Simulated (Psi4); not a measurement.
## Run report: CH3FZn, frequency calculation (part 2 of 2)

CH3FZn, SMILES [CH3][Zn][F]; PBE0/def2-TZVP, RKS, dispersion D4 (Psi4 1.11). The run did not end well. The geometry was optimised with PBE0/def2-TZVP.

Geometry of the input (Å):
```
C  0.4374  -0.4060  0.3608
Zn -0.7050  0.6892  -0.7133
F  -1.7549  1.6944  -1.6964
H  -0.0218  -1.3809  0.5330
H  1.3970  -0.5578  -0.1363
H  0.6186  0.0674  1.3273
```

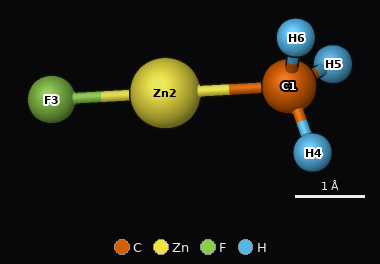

**Figure 1.** The structure (ball-and-stick view, seen at a tilt; atoms are numbered from 1 in the order of the input). Sticks mark near contacts.

## What the program printed, continued
```
    Blocking Scheme        =         OCTREE
    BS radius alpha        =              1
    Pruning alpha          =              1
    Radial Points          =             75
    Spherical Points       =            302
    Total Points           =         130869
    Total Blocks           =           1047
    Max Points             =            256
    Max Functions          =            125
    Weights Tolerance      =       1.00E-15

  -Total Gradient:
     Atom            X                  Y                   Z
    ------   -----------------  -----------------  -----------------
       1       -0.000778553751    -0.000605820413     0.000171036053
       2        0.000073577522    -0.000097721440     0.000023111298
       3       -0.000016823023     0.000007334130     0.000023205563
       4        0.000642300843     0.001125645360    -0.000065892994
       5        0.000137281135    -0.000141777653     0.000053720547
       6       -0.000026295599    -0.000316905718    -0.000174891804

	total time  =          6 seconds =       0.10 minutes

    Psi4 run time: 0:00:18.23

    -----------------------------------------------------------------------
                               Psi4 1.11 release

    h
    h
    h

    -----------------------------------------------------------------------

gradient() will perform analytic gradient computation.

  ==> Geometry <==

    Molecular point group: c1
    Full point group: C1

    Geometry (in Bohr), charge = 0, multiplicity = 1:

       Center              X                  Y                   Z               Mass
    ------------   -----------------  -----------------  -----------------  -----------------
         C            2.199271127010    -2.107967927533     2.066252983419    12.000000000000
         ZN           0.040419655395    -0.038275624243     0.036558623301    63.929142010000
         F           -1.943477192073     1.861210936652    -1.821282153242    18.998403162730
         H            1.331459757321    -3.950280824503     2.387576431977     1.007825032230
         H            4.012737354675    -2.394696072549     1.129009252746     1.007825032230
         H            2.541810443415    -1.213371579741     3.894676349685     1.007825032230

  Running in c1 symmetry.

  Rotational constants: A =      5.32870  B =      0.14077  C =      0.14076 [cm^-1]
  Rotational constants: A = 159750.33436  B =   4220.18259  C =   4219.98848 [MHz]
  Nuclear repulsion =  171.030406323893004

  Charge       = 0
  Multiplicity = 1
  Electrons    = 48
  Nalpha       = 24
  Nbeta        = 24

   => Molecular Quadrature <=

    Radial Scheme          =       TREUTLER
    Pruning Scheme         =           NONE
    Nuclear Scheme         =       TREUTLER

    Blocking Scheme        =         OCTREE
    BS radius alpha        =              1
    Pruning alpha          =              1
    Radial Points          =             75
    Spherical Points       =            302
    Total Points           =         130869
    Total Blocks           =           1042
    Max Points             =            256
    Max Functions          =            125
    Weights Tolerance      =       1.00E-15

   => Auxiliary Basis Set <=

  Basis Set: (DEF2-TZVP AUX)
    Blend: DEF2-UNIVERSAL-JKFIT
    Number of shells: 126
    Number of basis functions: 470
    Number of Cartesian functions: 619
    Spherical Harmonics?: true
    Max angular momentum: 6

  Cached 100.0% of DFT collocation blocks in 0.324 [GiB].

  Minimum eigenvalue in the overlap matrix is 1.6007707242E-03.
  Reciprocal condition number of the overlap matrix is 2.2926643230E-04.
    Using symmetric orthogonalization.

  ==> Iterations <==

                           Total Energy        Delta E     RMS |[F,P]|

   @DF-RKS iter SAD: -1915.58017145418148   -1.91558e+03   0.00000e+00
   @DF-RKS iter   1: -1916.29825331755546   -7.18082e-01   3.20343e-02 ADIIS/DIIS
   @DF-RKS iter   2: -1870.47246892823978    4.58258e+01   7.23201e-02 ADIIS/DIIS
   @DF-RKS iter   3: -1918.46439254376992   -4.79919e+01   1.25149e-02 ADIIS/DIIS
   @DF-RKS iter   4: -1918.79658843097764   -3.32196e-01   2.46762e-03 ADIIS/DIIS
   @DF-RKS iter   5: -1918.83970330644820   -4.31149e-02   1.15265e-03 ADIIS/DIIS
   @DF-RKS iter   6: -1918.84901165726069   -9.30835e-03   3.41612e-04 ADIIS/DIIS
   @DF-RKS iter   7: -1918.84947957858571   -4.67921e-04   1.97206e-04 ADIIS/DIIS
   @DF-RKS iter   8: -1918.84966143086785   -1.81852e-04   4.06320e-05 DIIS
   @DF-RKS iter   9: -1918.84966601167662   -4.58081e-06   4.10073e-06 DIIS
   @DF-RKS iter  10: -1918.84966606821013   -5.65335e-08   4.96397e-07 DIIS
   @DF-RKS iter  11: -1918.84966606960847   -1.39835e-09   4.75911e-08 DIIS
   @DF-RKS iter  12: -1918.84966606962439   -1.59162e-11   1.09743e-08 DIIS
   @DF-RKS iter  13: -1918.84966606962780   -3.41061e-12   2.05846e-09 DIIS
  Energy and wave function converged.

  ==> Post-Iterations <==

   Electrons on quadrature grid:
      Ntotal   =   47.9999921596 ; deviation = -7.840e-06

    Final Occupation by Irrep:
              A
    DOCC [    24 ]
    NA   [    24 ]
    NB   [    24 ]

  @DF-RKS Final Energy: -1918.84966606962780

   => Energetics <=

    Nuclear Repulsion Energy =            171.0304063238930041
    One-Electron Energy =               -3016.3665085171774081
    Two-Electron Energy =                 992.8313657109421229
    DFT Exchange-Correlation Energy =     -66.3428999765299778
    Empirical Dispersion Energy =          -0.0020296107556944
    VV10 Nonlocal Energy =                  0.0000000000000000
    Total Energy =                      -1918.8496660696278013

Computation Completed

Properties will be evaluated at   0.000000,   0.000000,   0.000000 [a0]

Properties computed using the SCF density matrix

 Multipole Moments:

 ------------------------------------------------------------------------------------
     Multipole            Electronic (a.u.)      Nuclear  (a.u.)        Total (a.u.)
 ------------------------------------------------------------------------------------

 L = 1.  Multiply by 2.5417464519 to convert [e a0] to [Debye]
 Dipole X            :         -4.1403801            4.8029293            0.6625491
 Dipole Y            :          3.9689863           -4.6035263           -0.6345401
 Dipole Z            :         -3.8944103            4.5139993            0.6195890
 Magnitude           :                                                    1.1070244

 ------------------------------------------------------------------------------------

	total time  =         16 seconds =       0.27 minutes

         ------------------------------------------------------------
                                   SCF GRAD
         ------------------------------------------------------------

  ==> Geometry <==

    Molecular point group: c1
    Full point group: C1

    Geometry (in Bohr), charge = 0, multiplicity = 1:

       Center              X                  Y                   Z               Mass
    ------------   -----------------  -----------------  -----------------  -----------------
         C            2.199271127010    -2.107967927533     2.066252983419    12.000000000000
         ZN           0.040419655395    -0.038275624243     0.036558623301    63.929142010000
         F           -1.943477192073     1.861210936652    -1.821282153242    18.998403162730
         H            1.331459757321    -3.950280824503     2.387576431977     1.007825032230
         H            4.012737354675    -2.394696072549     1.129009252746     1.007825032230
         H            2.541810443415    -1.213371579741     3.894676349685     1.007825032230

  Nuclear repulsion =  171.030406323893004

   => Molecular Quadrature <=

    Radial Scheme          =       TREUTLER
    Pruning Scheme         =           NONE
    Nuclear Scheme         =       TREUTLER

    Blocking Scheme        =         OCTREE
    BS radius alpha        =              1
    Pruning alpha          =              1
    Radial Points          =             75
    Spherical Points       =            302
    Total Points           =         130869
    Total Blocks           =           1042
    Max Points             =            256
    Max Functions          =            125
    Weights Tolerance      =       1.00E-15

  -Total Gradient:
     Atom            X                  Y                   Z
    ------   -----------------  -----------------  -----------------
       1       -0.000256844924    -0.000231780068    -0.000764834930
       2        0.000066803471    -0.000101408673     0.000034690530
       3       -0.000013560908     0.000007490388     0.000020640457
       4        0.000206397952     0.000124178378    -0.000117209959
       5       -0.000230317352    -0.000093723235     0.000295303617
       6        0.000258141842     0.000264002866     0.000560517180

	total time  =          5 seconds =       0.08 minutes

    Psi4 run time: 0:00:21.52

    -----------------------------------------------------------------------
                               Psi4 1.11 release

    h
    h
    h

    -----------------------------------------------------------------------

gradient() will perform analytic gradient computation.

  ==> Geometry <==

    Molecular point group: c1
    Full point group: C1

    Geometry (in Bohr), charge = 0, multiplicity = 1:

       Center              X                  Y                   Z               Mass
    ------------   -----------------  -----------------  -----------------  -----------------
         C            2.199271127010    -2.107967927533     2.066252983419    12.000000000000
         ZN           0.040419655395    -0.038275624243     0.036558623301    63.929142010000
         F           -1.943477192073     1.861210936652    -1.821282153242    18.998403162730
         H            1.331459757321    -3.950280824503     2.395709638493     1.007825032230
         H            4.012737354675    -2.394696072549     1.124942649488     1.007825032230
         H            2.541810443415    -1.213371579741     3.890609746427     1.007825032230

  Running in c1 symmetry.

  Rotational constants: A =      5.32961  B =      0.14077  C =      0.14076 [cm^-1]
  Rotational constants: A = 159777.69945  B =   4220.19221  C =   4219.99800 [MHz]
  Nuclear repulsion =  171.031430279404873

  Charge       = 0
  Multiplicity = 1
  Electrons    = 48
  Nalpha       = 24
  Nbeta        = 24

   => Molecular Quadrature <=

    Radial Scheme          =       TREUTLER
    Pruning Scheme         =           NONE
    Nuclear Scheme         =       TREUTLER

    Blocking Scheme        =         OCTREE
    BS radius alpha        =              1
    Pruning alpha          =              1
    Radial Points          =             75
    Spherical Points       =            302
    Total Points           =         130876
    Total Blocks           =           1047
    Max Points             =            255
    Max Functions          =            125
    Weights Tolerance      =       1.00E-15

   => Auxiliary Basis Set <=

  Basis Set: (DEF2-TZVP AUX)
    Blend: DEF2-UNIVERSAL-JKFIT
    Number of shells: 126
    Number of basis functions: 470
    Number of Cartesian functions: 619
    Spherical Harmonics?: true
    Max angular momentum: 6

  Cached 100.0% of DFT collocation blocks in 0.324 [GiB].

  Minimum eigenvalue in the overlap matrix is 1.6002438428E-03.
  Reciprocal condition number of the overlap matrix is 2.2918149507E-04.
    Using symmetric orthogonalization.

  ==> Iterations <==

                           Total Energy        Delta E     RMS |[F,P]|

   @DF-RKS iter SAD: -1915.58022387573396   -1.91558e+03   0.00000e+00
   @DF-RKS iter   1: -1916.29826878595964   -7.18045e-01   3.20343e-02 ADIIS/DIIS
   @DF-RKS iter   2: -1870.47306364545716    4.58252e+01   7.23200e-02 ADIIS/DIIS
   @DF-RKS iter   3: -1918.46437272140497   -4.79913e+01   1.25150e-02 ADIIS/DIIS
   @DF-RKS iter   4: -1918.79659110483021   -3.32218e-01   2.46757e-03 ADIIS/DIIS
   @DF-RKS iter   5: -1918.83970486224143   -4.31138e-02   1.15259e-03 ADIIS/DIIS
   @DF-RKS iter   6: -1918.84901173436492   -9.30687e-03   3.41646e-04 ADIIS/DIIS
   @DF-RKS iter   7: -1918.84947973593762   -4.68002e-04   1.97190e-04 ADIIS/DIIS
   @DF-RKS iter   8: -1918.84966156939208   -1.81833e-04   4.06290e-05 DIIS
   @DF-RKS iter   9: -1918.84966614949531   -4.58010e-06   4.10033e-06 DIIS
   @DF-RKS iter  10: -1918.84966620601335   -5.65180e-08   4.96343e-07 DIIS
   @DF-RKS iter  11: -1918.84966620741420   -1.40085e-09   4.75901e-08 DIIS
   @DF-RKS iter  12: -1918.84966620742989   -1.56888e-11   1.09616e-08 DIIS
   @DF-RKS iter  13: -1918.84966620743216   -2.27374e-12   2.05306e-09 DIIS
  Energy and wave function converged.

  ==> Post-Iterations <==

   Electrons on quadrature grid:
      Ntotal   =   47.9999933301 ; deviation = -6.670e-06

    Orbital Energies [Eh]
    ---------------------

    Doubly Occupied:

       1A   -347.621613     2A    -42.363684     3A    -37.305150
       4A    -37.305149     5A    -37.301283     6A    -24.690198
       7A    -10.221873     8A     -4.909213     9A     -3.285993
      10A     -3.285991    11A     -3.279533    12A     -1.119473
      13A     -0.714920    14A     -0.547915    15A     -0.543969
      16A     -0.543960    17A     -0.540018    18A     -0.540017
      19A     -0.417730    20A     -0.417530    21A     -0.394478
      22A     -0.361911    23A     -0.361908    24A     -0.322872

    Virtual:

      25A     -0.018790    26A      0.003708    27A      0.003726
      28A      0.056017    29A      0.109707    30A      0.109857
      31A      0.155321    32A      0.171674    33A      0.206900
      34A      0.206979    35A      0.226386    36A      0.226444
      37A      0.247569    38A      0.293571    39A      0.293794
      40A      0.355028    41A      0.355211    42A      0.369669
      43A      0.474341    44A      0.474582    45A      0.480440
      46A      0.524856    47A      0.633686    48A      0.697250
      49A      0.697361    50A      0.731623    51A      0.851167
      52A      0.851422    53A      0.938186    54A      0.959845
      55A      0.960120    56A      1.094245    57A      1.182337
      58A      1.182451    59A      1.217602    60A      1.217705
      61A      1.456531    62A      1.502060    63A      1.527781
      64A      1.528365    65A      1.531992    66A      1.719014
      67A      1.828277    68A      1.828497    69A      1.992852
      70A      2.031920    71A      2.031946    72A      2.094239
      73A      2.109068    74A      2.109423    75A      2.241157
      76A      2.241543    77A      2.322915    78A      2.323258
      79A      2.396576    80A      2.397879    81A      2.479709
      82A      2.579429    83A      2.580110    84A      2.735809
      85A      2.869582    86A      3.097084    87A      3.097302
      88A      3.213527    89A      3.213931    90A      3.261797
      91A      3.333370    92A      3.348111    93A      3.348137
      94A      3.484600    95A      3.518441    96A      3.519376
      97A      3.686204    98A      4.076329    99A      4.212847
     100A      4.215779   101A      4.271177   102A      4.446213
     103A      4.806819   104A      4.806872   105A      4.943948
     106A      4.944002   107A      5.539151   108A      6.510630
     109A      6.510647   110A      6.520384   111A      6.520399
     112A      6.545216   113A      6.545229   114A      6.644411
     115A      6.944940   116A      6.945012   117A      6.958840
     118A      6.958840   119A      6.978639   120A      6.978643
     121A      7.007697   122A      8.352919   123A      8.353548
     124A      8.459582   125A      8.459601   126A      8.859728
     127A     22.225791   128A     56.980544

    Final Occupation by Irrep:
              A
    DOCC [    24 ]
    NA   [    24 ]
    NB   [    24 ]

  @DF-RKS Final Energy: -1918.84966620743216

   => Energetics <=

    Nuclear Repulsion Energy =            171.0314302794048729
    One-Electron Energy =               -3016.3684737142475569
    Two-Electron Energy =                 992.8323739843252724
    DFT Exchange-Correlation Energy =     -66.3429671516028066
    Empirical Dispersion Energy =          -0.0020296053122117
    VV10 Nonlocal Energy =                  0.0000000000000000
    Total Energy =                      -1918.8496662074321648

Computation Completed

Properties will be evaluated at   0.000000,   0.000000,   0.000000 [a0]

Properties computed using the SCF density matrix

 Multipole Moments:

 ------------------------------------------------------------------------------------
     Multipole            Electronic (a.u.)      Nuclear  (a.u.)        Total (a.u.)
 ------------------------------------------------------------------------------------

 L = 1.  Multiply by 2.5417464519 to convert [e a0] to [Debye]
 Dipole X            :         -4.1399343            4.8029293            0.6629950
 Dipole Y            :          3.9698275           -4.6035263           -0.6336988
 Dipole Z            :         -3.8939875            4.5139993            0.6200117
 Magnitude           :                                                    1.1070461

 ------------------------------------------------------------------------------------

	total time  =         18 seconds =       0.30 minutes

         ------------------------------------------------------------
                                   SCF GRAD
         ------------------------------------------------------------

  ==> Geometry <==

    Molecular point group: c1
    Full point group: C1

    Geometry (in Bohr), charge = 0, multiplicity = 1:

       Center              X                  Y                   Z               Mass
    ------------   -----------------  -----------------  -----------------  -----------------
         C            2.199271127010    -2.107967927533     2.066252983419    12.000000000000
         ZN           0.040419655395    -0.038275624243     0.036558623301    63.929142010000
         F           -1.943477192073     1.861210936652    -1.821282153242    18.998403162730
         H            1.331459757321    -3.950280824503     2.395709638493     1.007825032230
         H            4.012737354675    -2.394696072549     1.124942649488     1.007825032230
         H            2.541810443415    -1.213371579741     3.890609746427     1.007825032230

  Nuclear repulsion =  171.031430279404873

   => Molecular Quadrature <=

    Radial Scheme          =       TREUTLER
    Pruning Scheme         =           NONE
    Nuclear Scheme         =       TREUTLER

    Blocking Scheme        =         OCTREE
    BS radius alpha        =              1
    Pruning alpha          =              1
    Radial Points          =             75
    Spherical Points       =            302
    Total Points           =         130876
    Total Blocks           =           1047
    Max Points             =            255
    Max Functions          =            125
    Weights Tolerance      =       1.00E-15

  -Total Gradient:
     Atom            X                  Y                   Z
    ------   -----------------  -----------------  -----------------
       1       -0.000304525277     0.000681544416     0.000294728505
       2        0.000148815575    -0.000023689663     0.000025918693
       3       -0.000025981550    -0.000002094218     0.000024056703
       4       -0.000000842375    -0.000212601839     0.000263694153
       5        0.000331388814    -0.000052036200    -0.000100470498
       6       -0.000118443021    -0.000422395610    -0.000478859610

	total time  =          6 seconds =       0.10 minutes

    Psi4 run time: 0:00:23.86

[set-up sections that repeat, and orbital energies of the middle runs, are left out above]
```

## What the run reported

| quantity | value |
| --- | --- |
| outcome | stopped at the time limit |
| wall time | 12 min (CPU time 23 min) |
| peak memory | 0.88 GiB |

## Diagnosis

The run was cut off by its time limit, so the output is incomplete.
